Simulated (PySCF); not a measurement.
## Electronic structure of C$_{6}$H$_{7}$OP (SMILES c1cpc(C2CC2)o1) in real space

Input file:

```
{"job": {"kind": "uv", "xc": "B3LYP", "basis": "def2-SVPD", "nstates": 8, "ntriplets": 3}, "charge": 0, "multiplicity": 1}
C      2.565560    -0.682809     0.040003
C      2.639516     0.573108     0.539015
P      1.036793     1.314270     0.620239
C      0.415731    -0.155084    -0.033326
C     -0.975503    -0.503324    -0.340385
C     -2.073539    -0.006077     0.564498
C     -1.923364     0.573050    -0.800298
O      1.337695    -1.100619    -0.282273
H      3.356175    -1.391325    -0.132906
H      3.551390     1.051462     0.844008
H     -1.080938    -1.492180    -0.770341
H     -2.905138    -0.664628     0.763599
H     -1.773900     0.599960     1.406906
H     -2.650704     0.318978    -1.556298
H     -1.524187     1.573205    -0.884355
```

Command:

```sh
OMP_NUM_THREADS=1 python probes_run.py task.json out
```

Geometry: GFN2-xTB.

Level of theory: PySCF 2.14.0, B3LYP/def2-SVPD, SCF density, gas phase.

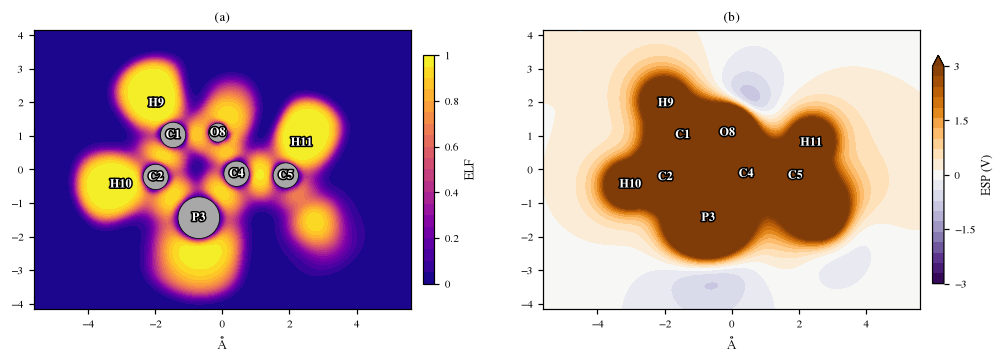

Figure 1. (a) ELF; (b) electrostatic potential on the plane of atoms C1, O8 and C4. Grey discs cover the atomic cores in the ELF map.

What do the fields say about this system?

Answer. Atoms in the plane: C, P, O and H.
C–O (1.34 Å): the ELF peaks at about 0.90 between the atoms; a shared but strongly polarised pair.
C–C (1.35 Å): the ELF peaks at about 0.95 between the atoms: localised, covalent bonding.
C–P (1.72 Å): the ELF peaks at about 0.95 between the atoms; a covalent bond.
C–H (1.07 Å): the ELF climbs to about 1 towards the hydrogen, as it does in any bond to H: a covalent bond by its length.
C–C (1.47 Å): the ELF peaks at about 0.95 between the atoms: a covalent bond.
The ELF also peaks beside P3 and O8, away from the bonds: lone-pair regions.
Outside the dense part of the molecule the potential is most negative (−0.9 V) near O8.

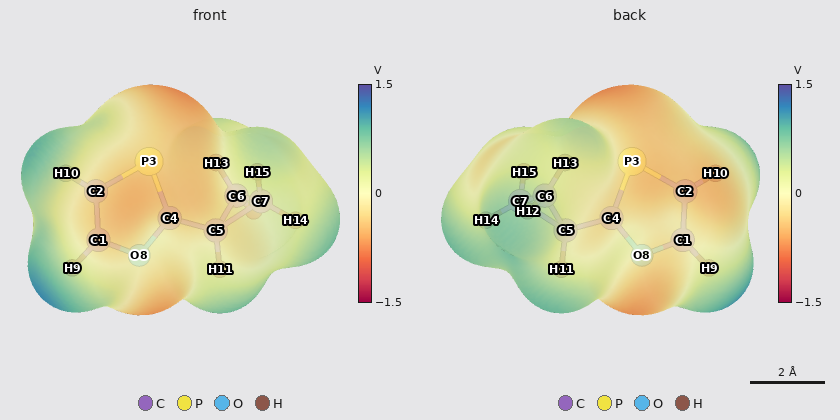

Figure 2. The electrostatic potential painted on the density surface at 0.002 e/bohr³, seen from the front and from behind; red is negative and blue positive.

Which sites attract a positive test charge, and which a negative one?

Answer. A positive charge is drawn to the negative regions and a negative charge to the positive ones. The most negative region (about −0.7 V, or −16 kcal/mol for a unit charge) lies over P3 and O8, the most positive (about +1.1 V, or +25 kcal/mol for a unit charge) over H9.

How polar is the molecule by this calculation?

Answer. Its dipole moment is 1.06 D.
